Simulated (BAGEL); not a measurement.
**One shape, several levels: SiH2BrCl (SMILES Cl[SiH2]Br)**

Aim: a comparison of 3 runs (B3LYP/6-31G*, B3LYP/aug-cc-pVDZ, RI-MP2/aug-cc-pVDZ) of SiH2BrCl. 

Program for the calculation: BAGEL 1.2.2.

5 further runs of the same task are left out: 3 that didn't finish, 2 set aside as unsound or not needed. Runs told in other sessions of the task aren't counted.

### 1 The system as given

SiH2BrCl has 5 atoms, charge 0, and is taken as a singlet. As SMILES, `Cl[SiH2]Br`. The shape is that of a PBE0-D4/def2-TZVP optimisation.

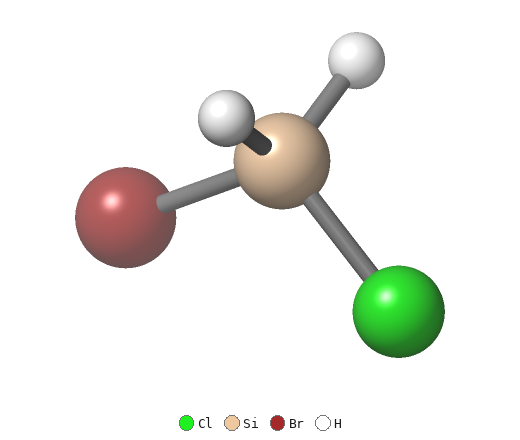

The structure, seen from a chosen angle (chlorine green, silicon light orange, bromine red, hydrogen white).

### 2 The energy at B3LYP/6-31G(d) (density fitting with qzvpp-jkfit, spherical functions) (run 1)

The input, input.json:

```json
{ "bagel" : [

{
  "title" : "molecule",
  "basis" : "6-31gs.json",
  "df_basis" : "qzvpp-jkfit",
  "angstrom" : true,
  "geometry" : [
    { "atom" : "Cl", "xyz" : [      -0.904200,      -0.544800,       1.665700 ] },
    { "atom" : "Si", "xyz" : [       0.152700,      -0.085700,      -0.018800 ] },
    { "atom" : "Br", "xyz" : [      -0.989600,       1.311700,      -1.287400 ] },
    { "atom" : "H", "xyz" : [       0.379800,      -1.327700,      -0.782900 ] },
    { "atom" : "H", "xyz" : [       1.411100,       0.572900,       0.382100 ] }
  ]
},

{
  "title" : "ks",
  "xc_func" : "b3lyp",
  "charge" : 0
},

{
  "title" : "print",
  "file" : "orbitals.molden",
  "orbitals" : true
}

]}
```

The basis set 6-31G* is read from a file made from the Basis Set Exchange's data (not shown).

Started as:

```sh
$ BAGEL_NUM_THREADS=1 BAGEL input.json > input.out
```

The program printed:

```text
* using 1 threads per process

  ===============================================================
  ===============================================================

  *** Geometry ***

  { "atom" : "Cl", "xyz" : [     -1.708690,     -1.029523,      3.147717 ] },
  { "atom" : "Si", "xyz" : [      0.288561,     -0.161950,     -0.035527 ] },
  { "atom" : "Br", "xyz" : [     -1.870073,      2.478754,     -2.432833 ] },
  { "atom" : "H", "xyz" : [      0.717718,     -2.508989,     -1.479467 ] },
  { "atom" : "H", "xyz" : [      2.666593,      1.082624,      0.722064 ] },

  Number of auxiliary basis functions:      558

  Since a DF basis is specified, we compute 2- and 3-index integrals:
    o Being stored without compression. Storage requirement is 0.023 GB

  Number of basis functions:       72
  Number of electrons      :       68

    * METHOD: MOLECULE                             0.36

  *** Kohn-Sham DFT ***

    * Removing 7990 points whose weight is below 1.00e-10
    * Grid points: 66540

  === Nuclear Repulsion ===
   298.2817278003

       - DIIS with orbital gradients will be used.

  === KS iteration (b3lyp / 6-31gs.json) ===
      0      -3203.60681397          0.15648696           0.37
      1      -2868.92700938          0.18784113           0.35
      2      -2905.29796334          0.16803953           0.34
[... 17 lines of this table left out ...]
     20      -3324.84945294          0.00000000           0.35
    * SCF iteration converged.

    * Permanent dipole moment:
           (   -0.530619,     0.195944,     0.150006) a.u.

    * METHOD: KS                                   7.53

    * METHOD: PRINT                                0.01

  ===============================================================
```

Run time: 8.1 s. Hardware: 1 thread of Arm Neoverse V1, shared host; peak memory 0.3 GiB.

### 3 A single-point energy at B3LYP/aug-cc-pVDZ (density fitting with qzvpp-jkfit) (run 2)

The input, job.json:

```json
{ "bagel": [

{
  "title": "molecule",
  "basis": "aug-cc-pvdz.json",
  "df_basis": "qzvpp-jkfit",
  "angstrom": "true",
  "geometry": [
    { "atom": "Cl", "xyz": [      -0.904200,      -0.544800,       1.665700 ] },
    { "atom": "Si", "xyz": [       0.152700,      -0.085700,      -0.018800 ] },
    { "atom": "Br", "xyz": [      -0.989600,       1.311700,      -1.287400 ] },
    { "atom": "H", "xyz": [       0.379800,      -1.327700,      -0.782900 ] },
    { "atom": "H", "xyz": [       1.411100,       0.572900,       0.382100 ] }
  ]
},

{ "title": "ks", "xc_func": "b3lyp" },

{ "title": "print", "file": "orbitals.molden", "orbitals": "true" }

]}
```

The basis set aug-cc-pVDZ is read from a file made from the Basis Set Exchange's data (not shown).

Started as:

```sh
$ BAGEL_NUM_THREADS=1 BAGEL job.json > job.out
```

The program printed:

```text
* using 1 threads per process

  ===============================================================
  ===============================================================

  *** Geometry ***

  { "atom" : "Cl", "xyz" : [     -1.708690,     -1.029523,      3.147717 ] },
  { "atom" : "Si", "xyz" : [      0.288561,     -0.161950,     -0.035527 ] },
  { "atom" : "Br", "xyz" : [     -1.870073,      2.478754,     -2.432833 ] },
  { "atom" : "H", "xyz" : [      0.717718,     -2.508989,     -1.479467 ] },
  { "atom" : "H", "xyz" : [      2.666593,      1.082624,      0.722064 ] },

  Number of auxiliary basis functions:      558

  Since a DF basis is specified, we compute 2- and 3-index integrals:
    o Being stored without compression. Storage requirement is 0.052 GB

  Number of basis functions:      108
  Number of electrons      :       68

    * METHOD: MOLECULE                             0.42

  *** Kohn-Sham DFT ***

    * Removing 7990 points whose weight is below 1.00e-10
    * Grid points: 66540

  === Nuclear Repulsion ===
   298.2817278003

       - DIIS with orbital gradients will be used.

  === KS iteration (b3lyp / aug-cc-pvdz.json) ===
      0      -3278.21385784          0.09084575           0.53
      1      -2952.57433343          0.19258489           0.51
      2      -3002.44480870          0.09836882           0.49
[... 36 lines of this table left out ...]
     39      -3325.17839256          0.00000000           0.53
    * SCF iteration converged.

    * Permanent dipole moment:
           (   -0.440398,     0.168898,     0.114322) a.u.

    * METHOD: KS                                  20.48

    * METHOD: PRINT                                0.02

  ===============================================================
```

It took 21 s on 1 thread of Arm Neoverse V1, shared host; peak memory 0.4 GiB.

### 4 A single-point energy at RI-MP2/aug-cc-pVDZ (density fitting with qzvpp-jkfit) (run 3)

The input, job.json:

```json
{ "bagel": [

{
  "title": "molecule",
  "basis": "aug-cc-pvdz.json",
  "df_basis": "qzvpp-jkfit",
  "angstrom": true,
  "geometry": [
    { "atom": "Cl", "xyz": [   -0.904200,   -0.544800,    1.665700 ] },
    { "atom": "Si", "xyz": [    0.152700,   -0.085700,   -0.018800 ] },
    { "atom": "Br", "xyz": [   -0.989600,    1.311700,   -1.287400 ] },
    { "atom": "H", "xyz": [    0.379800,   -1.327700,   -0.782900 ] },
    { "atom": "H", "xyz": [    1.411100,    0.572900,    0.382100 ] }
  ]
},
{
  "title": "hf"
},
{
  "title": "mp2",
  "ncore": 19
}

]}
```

The basis set aug-cc-pVDZ is read from a file made from the Basis Set Exchange's data (not shown).

Started as:

```sh
$ BAGEL_NUM_THREADS=1 BAGEL job.json > job.out
```

The program printed:

```text
* using 1 threads per process

  ===============================================================
  ===============================================================

  *** Geometry ***

[... 29 lines left out ...]
    * SCF iteration converged.
[... 1 line left out ...]
    * Permanent dipole moment:
[... 2 lines left out ...]
    * METHOD: HF                                   2.70

  *** RHF ***

  === Nuclear Repulsion ===
   298.2817278003

      * DIIS with orbital gradients will be used.

  === RHF iteration (aug-cc-pvdz.json) ===
      0      -3322.08646678          0.00000000           0.18
    * SCF iteration converged.

    * Permanent dipole moment:
           (   -0.515647,     0.208999,     0.115452) a.u.

  === DF-MP2 calculation ===

    * freezing 19 orbitals
    * 3-index integral transformation done
    * assembly done

      MP2 correlation energy:   -0.3865661702      0.10

      MP2 total energy:       -3322.4730329482

    * METHOD: MP2                                  0.47

  ===============================================================
```

It took 3.9 s on 1 thread of Arm Neoverse V1, shared host; peak memory 0.18 GiB.

### 5 The series

```csv
run,level,frozen core orbitals,energy (Eh),dipole moment (D),HOMO energy (eV),LUMO energy (eV),wall time
1,"B3LYP/6-31G* (density fitting with qzvpp-jkfit, spherical functions)",–,-3324.849453,1.49,-8.41,-0.56,8.1 s
2,B3LYP/aug-cc-pVDZ (density fitting with qzvpp-jkfit),–,-3325.178393,1.23,-8.45,-0.87,21 s
3,RI-MP2/aug-cc-pVDZ (density fitting with qzvpp-jkfit),19,-3322.473033,–,–,–,3.9 s
```

### 6 Summary of results

| quantity | value |
| --- | --- |
| run 3: total energy | -3322.47303 Eh |
| run 3: correlation energy (19 core orbitals frozen) | -386.6 mEh |

All runs together took 33 s, the longest 21 s.
